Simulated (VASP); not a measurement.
# CsNaIBr: structure and properties in VASP, part 4 of 6

Wanted: the relaxed cell of CsNaIBr and its properties. The cell is invented: it takes the structure of a Materials Project entry for CsI (space group 225 there), with some of its atoms replaced by other elements, volume scaled by an estimate. It may not be a known or stable phase.

VASP 6.6.1, plane waves and PAW; the level of theory is named at each step.

So far, gap on the k-mesh (eV): step 2 (rough relaxation of the start cell) 3.20; step 3 (relaxing cell and atoms (rev-vdW-DF2)) 3.21; step 4 (density, ELF and potential (rev-vdW-DF2)) 3.21; step 6 (density of states (rev-vdW-DF2)) 3.20. The relaxed cell has a = 4.860, c = 7.290 Å (conventional setting).

**8. Field gradients at the nuclei (rev-vdW-DF2)**

Level of this step: rev-vdW-DF2; plane waves and PAW (Cs_sv, I, Br, Na_pv); invented cell (VASP).

Field gradients probe how far the charge around each nucleus departs from cubic symmetry; LASPH keeps the non-spherical terms inside the spheres.

Contents of INCAR:

```
SYSTEM = CsNaIBr
PREC = Accurate
ENCUT = 400
EDIFF = 1E-07
NELM = 100
ISMEAR = -1
SIGMA = 0.05
LREAL = .FALSE.
ALGO = Normal
GGA = MK
AGGAC = 0
LUSE_VDW = .TRUE.
PARAM1 = 0.1234
PARAM2 = 0.711357
ZAB_VDW = -1.8867
LASPH = .TRUE.
NBANDS = 21
LORBIT = 11
LWAVE = .FALSE.
LCHARG = .FALSE.
KPAR = 2
LEFG = .TRUE.
```

Contents of POSCAR:

```
CsNaIBr
1.0
    4.8599419625      0.0000000000      0.0000000000
    0.0000000000      4.8599419625      0.0000000000
    0.0000000000      0.0000000000      7.2899834266
Cs I Br Na
1 1 1 1
Direct
    0.0000000000      0.0000000000      0.0000000000
    0.0000000000      0.0000000000      0.5000000000
    0.5000000000      0.5000000000      0.0000000000
    0.5000000000      0.5000000000      0.5000000000
```

Contents of KPOINTS:

```
Automatic mesh
0
Gamma
5 5 3
0 0 0
```

The projector-augmented-wave data sets are Cs_sv, I, Br and Na_pv (PBE family, release 64).

The run is started by

```sh
> mpirun -np 2 vasp_std
```

What it wrote:

```text
[... set-up lines as in an earlier step ...]
 entering main loop
       N       E                     dE             d eps       ncg     rms          rms(c)
DAV:   1     0.203901378709E+03    0.20390E+03   -0.11063E+04   512   0.101E+03
DAV:   2     0.150447813443E+02   -0.18886E+03   -0.17995E+03   671   0.226E+02
DAV:   3    -0.354467298358E+01   -0.18589E+02   -0.18537E+02   614   0.793E+01
DAV:   4    -0.397918383495E+01   -0.43451E+00   -0.43427E+00   623   0.145E+01
DAV:   5    -0.398883996809E+01   -0.96561E-02   -0.96550E-02   650   0.190E+00    0.241E+00
DAV:   6    -0.357439736839E+01    0.41444E+00   -0.63601E-01   594   0.326E+00    0.144E+00
DAV:   7    -0.348676995106E+01    0.87627E-01   -0.31151E-01   692   0.234E+00    0.908E-01
DAV:   8    -0.347316045484E+01    0.13609E-01   -0.36371E-02   659   0.111E+00    0.187E-01
DAV:   9    -0.347163948925E+01    0.15210E-02   -0.53631E-03   682   0.355E-01    0.184E-01
DAV:  10    -0.347077917492E+01    0.86031E-03   -0.94258E-04   654   0.177E-01    0.326E-02
DAV:  11    -0.347041305353E+01    0.36612E-03   -0.90970E-04   686   0.169E-01    0.304E-02
DAV:  12    -0.347044651985E+01   -0.33466E-04   -0.22325E-04   592   0.626E-02    0.214E-02
DAV:  13    -0.347044512436E+01    0.13955E-05   -0.13962E-05   659   0.172E-02    0.175E-02
DAV:  14    -0.347044441324E+01    0.71111E-06   -0.17236E-06   564   0.645E-03    0.316E-03
DAV:  15    -0.347044441709E+01   -0.38433E-08   -0.28807E-07   609   0.273E-03
ion   1
     0.0000000     0.0000000     0.0000000    -0.1408484     0.0000000     0.0000000
     0.0000593     0.0000000     0.0000000    -0.1408484     0.0000000     0.0000000
     0.0000817     0.0000000     0.0000000    -0.1408484     0.0000000     0.0000000
     0.0001125     0.0000000     0.0000000    -0.1408484     0.0000000     0.0000000
     0.0001549     0.0000000     0.0000000    -0.1408484     0.0000000     0.0000000

     0.0000000     0.0000000     0.0000000   -23.3300796     0.0000000     0.0000000
     0.0000593     0.0000000     0.0000000   -23.3240144     0.0000000     0.0000000
     0.0000817     0.0000000     0.0000000   -23.3208880     0.0000000     0.0000000
     0.0001125     0.0000000     0.0000000   -23.3159738     0.0000000     0.0000000
     0.0001549     0.0000000     0.0000000   -23.3082827     0.0000000     0.0000000

ion   2
     0.0000000     0.0000000     0.0000000     0.7910164     0.0000000     0.0000000
     0.0000584     0.0000000     0.0000000     0.7910164     0.0000000     0.0000000
     0.0000804     0.0000000     0.0000000     0.7910164     0.0000000     0.0000000
     0.0001108     0.0000000     0.0000000     0.7910164     0.0000000     0.0000000
     0.0001525     0.0000000     0.0000000     0.7910164     0.0000000     0.0000000

     0.0000000     0.0000000     0.0000000   121.4246880     0.0000000     0.0000000
     0.0000584     0.0000000     0.0000000   121.3960864     0.0000000     0.0000000
     0.0000804     0.0000000     0.0000000   121.3811300     0.0000000     0.0000000
     0.0001108     0.0000000     0.0000000   121.3574895     0.0000000     0.0000000
     0.0001525     0.0000000     0.0000000   121.3202815     0.0000000     0.0000000

ion   3
     0.0000000     0.0000000    -0.0000000    -1.5394368    -0.0000000     0.0000000
     0.0000501     0.0000000    -0.0000000    -1.5394368    -0.0000000     0.0000000
     0.0000689     0.0000000    -0.0000000    -1.5394368    -0.0000000     0.0000000
     0.0000949     0.0000000    -0.0000000    -1.5394368    -0.0000000     0.0000000
     0.0001307     0.0000000    -0.0000000    -1.5394368    -0.0000000     0.0000000

     0.0000000     0.0000000    -0.0000000   -72.4230761    -0.0000000     0.0000000
     0.0000501     0.0000000    -0.0000000   -72.4196544    -0.0000000     0.0000000
     0.0000689     0.0000000    -0.0000000   -72.4177431    -0.0000000     0.0000000
     0.0000949     0.0000000    -0.0000000   -72.4146490    -0.0000000     0.0000000
     0.0001307     0.0000000    -0.0000000   -72.4096646    -0.0000000     0.0000000

ion   4
     0.0000000     0.0000000     0.0000000    -0.0713436     0.0000000     0.0000000
     0.0000330     0.0000000     0.0000000    -0.0713436     0.0000000     0.0000000
     0.0000455     0.0000000     0.0000000    -0.0713436     0.0000000     0.0000000
     0.0000627     0.0000000     0.0000000    -0.0713436     0.0000000     0.0000000
     0.0000863     0.0000000     0.0000000    -0.0713435     0.0000000     0.0000000

     0.0000000     0.0000000     0.0000000    -2.8332016     0.0000000     0.0000000
     0.0000330     0.0000000     0.0000000    -2.8331994     0.0000000     0.0000000
     0.0000455     0.0000000     0.0000000    -2.8331980     0.0000000     0.0000000
     0.0000627     0.0000000     0.0000000    -2.8331956     0.0000000     0.0000000
     0.0000863     0.0000000     0.0000000    -2.8331916     0.0000000     0.0000000

   1 F= -.34704444E+01 E0= -.34704444E+01  d E =-.109209E-09
```

The job ended after 74 s (2 MPI ranks of Intel Xeon Platinum 8259CL at 2.50GHz (Skylake/Cascade Lake), shared host; peak memory 0.98 GiB).

Parts of OUTCAR (step 8):

```text
   NELECT =      30.0000    total number of electrons

 E-fermi :   0.2917

 k-point     1 :       0.0000    0.0000    0.0000
  band No.  band energies     occupation
    ...
     11      -1.1751      2.00000
     12      -1.1751      2.00000
     13      -0.8747      2.00000
     14      -0.8628      2.00000
     15      -0.8628      2.00000
     16       2.3566      0.00000
     17       4.2240      0.00000
     18       5.3131      0.00000
     19       5.9748      0.00000
     20       5.9748      0.00000
    ...

Total vdW correction in eV:      6.9493967

  Total        0.0219187      0.0219187      0.0264693      0.0000000      0.0000000      0.0000000
  in kB        0.2039556      0.2039556      0.2463003      0.0000000      0.0000000      0.0000000
  external PRESSURE =       0.2180705 kB  Pullay stress =       0.0000000 kB

  FREE ENERGIE OF THE ION-ELECTRON SYSTEM (eV)
  ---------------------------------------------------
  free  energy   TOTEN  =        -3.4704444171 eV

  energy  without entropy=       -3.4704444170  energy(sigma->0) =       -3.47044442

Total vdW correction in eV:      6.9493941

 Electric field gradients after diagonalization (V/A^2)
 (convention: |V_zz| > |V_xx| > |V_yy|)
----------------------------------------------------------------------
 ion       V_xx      V_yy      V_zz     asymmetry (V_yy - V_xx)/ V_zz
----------------------------------------------------------------------
   1     -14.744   -14.744    29.488       0.000
   2      76.497    76.497  -152.993       0.000
   3     -45.460   -45.460    90.919       0.000
   4      -1.862    -1.862     3.725       0.000
----------------------------------------------------------------------

[... 10 parts as in an earlier step ...]

[... 8 further parts left out ...]
```

Numbers from this step:

- SCF cycles: 15
- bands: 21
- irreducible k-points: 12
- free energy (TOTEN): -3.470 eV
- Fermi energy: 0.2917 eV
- pressure: 0.02181 GPa
- valence top at k: 0.4, 0.4, 0
- gap on the k-mesh: 3.209 eV

Electric field gradients, by row:

| atom | Vxx (V/Å²) | Vyy (V/Å²) | Vzz (V/Å²) | asymmetry |
| --- | --- | --- | --- | --- |
| Cs1 | -14.74 | -14.74 | 29.49 | 0 |
| I2 | 76.5 | 76.5 | -153 | 0 |
| Br3 | -45.46 | -45.46 | 90.92 | 0 |
| Na4 | -1.862 | -1.862 | 3.725 | 0 |

The largest gradient, -152.99 V/Å², sits on I2; times the quadrupole moment of a nucleus that has one, it gives the coupling that NMR and NQR see.

**9. Bands along the symmetry lines (r2SCAN)**

This step: r2SCAN; plane waves and PAW (Cs_sv, I, Br, Na_pv); invented cell (VASP 6.6.1).

Levels along the symmetry lines show where the bands peak and cross; KPOINTS_OPT computes them in the converged potential. r2SCAN adds the kinetic-energy density, costs more than a GGA and is run with LASPH.

Contents of INCAR:

```
SYSTEM = CsNaIBr
PREC = Accurate
ENCUT = 400
EDIFF = 1E-06
NELM = 100
ISMEAR = -1
SIGMA = 0.05
LREAL = .FALSE.
ALGO = Normal
METAGGA = R2SCAN
LASPH = .TRUE.
NBANDS = 29
LORBIT = 11
LWAVE = .FALSE.
LCHARG = .FALSE.
KPAR = 2
```

POSCAR is that of step 8.

KPOINTS is that of step 8.

Contents of KPOINTS_OPT:

```
Line mode
16
Line-mode
Reciprocal
  0.00000000   0.00000000   0.00000000 GAMMA
  0.00000000   0.50000000   0.00000000 X

  0.00000000   0.50000000   0.00000000 X
  0.50000000   0.50000000   0.00000000 M

  0.50000000   0.50000000   0.00000000 M
  0.00000000   0.00000000   0.00000000 GAMMA

  0.00000000   0.00000000   0.00000000 GAMMA
  0.00000000   0.00000000   0.50000000 Z

  0.00000000   0.00000000   0.50000000 Z
  0.00000000   0.50000000   0.50000000 R

  0.00000000   0.50000000   0.50000000 R
  0.50000000   0.50000000   0.50000000 A

  0.50000000   0.50000000   0.50000000 A
  0.00000000   0.00000000   0.50000000 Z

  0.00000000   0.50000000   0.00000000 X
  0.00000000   0.50000000   0.50000000 R

  0.50000000   0.50000000   0.00000000 M
  0.50000000   0.50000000   0.50000000 A
```

The run is started by

```sh
> mpirun -np 2 vasp_std
```

What it wrote:

```text
[banner, memory and clock lines left out]
running    2 mpi-ranks, on    1 nodes
 distrk:  each k-point on    1 cores,    2 groups
 distr:  one band on    1 cores,    1 groups

 POSCAR found type information on POSCAR CsI BrNa
 POSCAR found :  4 types and       4 ions
 [... a notice as in an earlier step ...]

 LDA part: xc-table for (None), standard interpolation
 POSCAR, INCAR and KPOINTS ok, starting setup
 FFT: planning ... GRIDC
 FFT: planning ... GRID_SOFT
 FFT: planning ... GRID
 WAVECAR not read
 entering main loop
       N       E                     dE             d eps       ncg     rms          rms(c)
DAV:   1     0.132930889921E+03    0.13293E+03   -0.10990E+04   696   0.749E+02
DAV:   2    -0.563097294431E+02   -0.18924E+03   -0.17344E+03   832   0.190E+02
DAV:   3    -0.779727669203E+02   -0.21663E+02   -0.21532E+02   902   0.691E+01
DAV:   4    -0.784367106373E+02   -0.46394E+00   -0.46357E+00   835   0.115E+01
DAV:   5    -0.784458290944E+02   -0.91185E-02   -0.91180E-02   904   0.160E+00    0.286E+00
DAV:   6    -0.730601345616E+02    0.53857E+01   -0.98273E-01   726   0.570E+00    0.238E+00
DAV:   7    -0.729688141720E+02    0.91320E-01   -0.52766E-01   838   0.281E+00    0.116E+00
DAV:   8    -0.729736198368E+02   -0.48057E-02   -0.44672E-02   855   0.983E-01    0.629E-01
DAV:   9    -0.729720763551E+02    0.15435E-02   -0.21100E-02   789   0.794E-01    0.234E-01
DAV:  10    -0.729719137400E+02    0.16262E-03   -0.58606E-03   881   0.284E-01    0.147E-01
DAV:  11    -0.729714405842E+02    0.47316E-03   -0.95896E-04   899   0.142E-01    0.471E-02
DAV:  12    -0.729713472798E+02    0.93304E-04   -0.30273E-04   902   0.742E-02    0.288E-02
DAV:  13    -0.729713653013E+02   -0.18021E-04   -0.57230E-05   781   0.339E-02    0.534E-03
DAV:  14    -0.729713640796E+02    0.12216E-05   -0.30662E-06   841   0.762E-03    0.524E-03
DAV:  15    -0.729713639958E+02    0.83832E-07   -0.49864E-07   690   0.388E-03
   1 F= -.72971364E+02 E0= -.72971364E+02  d E =-.558828E-10
 Start KPOINTS_OPT (optional k-point list driver)
k-point batch [1-12\144]
       N       E                     dE             ncg
DAV:   1    -0.102899808659E+04   -0.37127E+04      696
DAV:   2    -0.338155793437E+04   -0.23526E+04      830
DAV:   3    -0.363933339079E+04   -0.25778E+03      913
DAV:   4    -0.364466483248E+04   -0.53314E+01      817
DAV:   5    -0.364477297075E+04   -0.10814E+00      901
DAV:   6    -0.364477632124E+04   -0.33505E-02      868
DAV:   7    -0.364477639125E+04   -0.70019E-04      928
DAV:   8    -0.364477639304E+04   -0.17809E-05      631
DAV:   9    -0.364477639315E+04   -0.11201E-06      483
[...]
k-point batch [133-144\144]
       N       E                     dE             ncg
DAV:   1    -0.133826593077E+04   -0.10451E+05      728
DAV:   2    -0.344179078888E+04   -0.21035E+04      826
DAV:   3    -0.366775896818E+04   -0.22597E+03      931
DAV:   4    -0.367236297720E+04   -0.46040E+01      862
DAV:   5    -0.367246349739E+04   -0.10052E+00      908
DAV:   6    -0.367246690903E+04   -0.34116E-02      921
DAV:   7    -0.367246698144E+04   -0.72405E-04      935
DAV:   8    -0.367246698484E+04   -0.33972E-05      761
DAV:   9    -0.367246698502E+04   -0.18484E-06      583
```

Run time: 4.2 min. Hardware: 2 MPI ranks; peak memory 0.49 GiB; 8.4 min of CPU time.

OUTCAR, selected parts (step 9):

```text
   NELECT =      30.0000    total number of electrons

 E-fermi :   0.0790

 k-point     1 :       0.0000    0.0000    0.0000
  band No.  band energies     occupation
    ...
     11      -1.4318      2.00000
     12      -1.4318      2.00000
     13      -1.1265      2.00000
     14      -1.1193      2.00000
     15      -1.1193      2.00000
     16       2.9318      0.00000
     17       4.5256      0.00000
     18       5.9506      0.00000
     19       6.3646      0.00000
     20       6.3646      0.00000
    ...

  Total        0.4086864      0.4086864      0.5155997      0.0000000     -0.0000000     -0.0000000
  in kB        3.8028752      3.8028752      4.7977163      0.0000000     -0.0000000     -0.0000000
  external PRESSURE =       4.1344889 kB  Pullay stress =       0.0000000 kB

  FREE ENERGIE OF THE ION-ELECTRON SYSTEM (eV)
  ---------------------------------------------------
  free  energy   TOTEN  =       -72.9713639958 eV

  energy  without entropy=      -72.9713639958  energy(sigma->0) =      -72.97136400

[... 9 parts as in an earlier step ...]

[... 9 further parts left out ...]
```

This step gave:

* bands: 29
* free energy (TOTEN): -72.9714 eV
* Fermi energy: 0.079 eV
* pressure: 0.4134 GPa
* least gap on mesh and path: 4.004 eV
* least direct gap on mesh and path: 4.051 eV
* valence top at k: 0.5, 0.5, 0

The electronic bands at the labelled points (eV, zero at the valence-band top; v1 is the highest filled band, c1 the lowest empty one):

| point | v4 | v3 | v2 | v1 | c1 | c2 | c3 | c4 |
| --- | --- | --- | --- | --- | --- | --- | --- | --- |
| Γ | -0.36 | -0.05 | -0.05 | -0.05 | 4.00 | 5.60 | 7.02 | 7.44 |
| X | -0.70 | -0.61 | -0.26 | -0.11 | 6.12 | 6.25 | 6.64 | 7.86 |
| M | -0.57 | -0.02 | -0.02 | 0.00 | 4.91 | 5.57 | 5.57 | 7.99 |
| Γ | -0.36 | -0.05 | -0.05 | -0.05 | 4.00 | 5.60 | 7.02 | 7.44 |
| Z | -0.37 | -0.37 | -0.07 | -0.07 | 4.83 | 5.84 | 6.15 | 6.88 |
| R | -0.61 | -0.57 | -0.42 | -0.29 | 5.98 | 6.02 | 7.46 | 8.00 |
| A | -0.62 | -0.57 | -0.05 | -0.05 | 5.55 | 6.78 | 6.78 | 7.45 |
| Z | -0.37 | -0.37 | -0.07 | -0.07 | 4.83 | 5.84 | 6.15 | 6.88 |
| jump to X | -0.70 | -0.61 | -0.26 | -0.11 | 6.12 | 6.25 | 6.64 | 7.86 |
| R | -0.61 | -0.57 | -0.42 | -0.29 | 5.98 | 6.02 | 7.46 | 8.00 |
| jump to M | -0.57 | -0.02 | -0.02 | 0.00 | 4.91 | 5.57 | 5.57 | 7.99 |
| A | -0.62 | -0.57 | -0.05 | -0.05 | 5.55 | 6.78 | 6.78 | 7.45 |

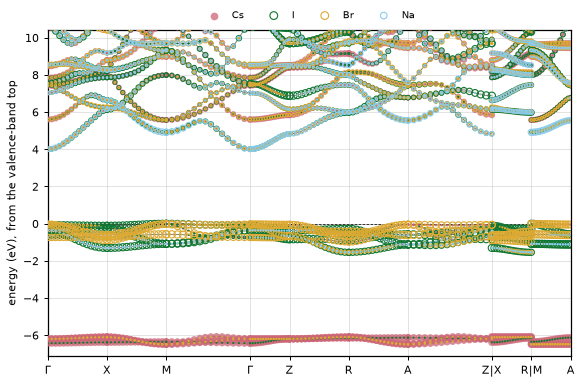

Electronic bands along the path; dots are coloured as in the legend, and their area grows with the weight.

The gap moves by +0.82 eV against rev-vdW-DF2.

On this path the gap is indirect, 4.00 eV, with the valence top at M and the conduction bottom at Γ. The least direct gap is 4.05 eV.

[end of part 4 of 6]

[Lines on the potential files, build, host, timing and source positions are cut from VASP's logs without a mark.]

[Logs are printed without paths, hosts, clocks, repeated set-up lines and the standing remarks that a program may print on its own settings, such as how far it seeks lower states.]

[Hosts, paths, dates, database ids (printed as entryN), source tags and the programs' standing remarks are cut or masked in the printed files.]

[A measured line is paired with the nearest computed mode of its activity, which favours agreement.]
